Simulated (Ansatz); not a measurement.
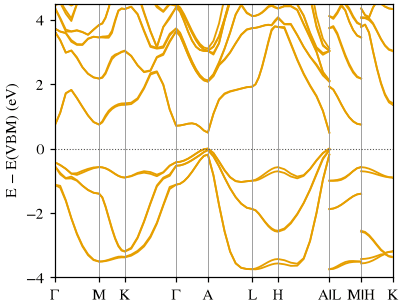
Figure: Band structure from r²SCAN with spin–orbit coupling in the plane-wave PAW code Ansatz

Read off the gap and where the band edges lie.

About 0.5 eV (0.50 eV by a search for the band edges); maximum at A, minimum at A.

The material is BaGaGeH in space group P3m1 (No. 156; Ba on 1b, Ga on 1a, Ge on 1c, H on 1a).

The first step of the workflow began from a Materials Project structure, measured or hypothetical; the Crystallography Open Database files this formula in space group No. 156, but the cells were not matched. Its standing as an ambient phase is unchecked. The r²SCAN relaxation kept the symmetry of its start; its stability against distortions is not shown here.

Potentials: the later of the program's two PAW sets.
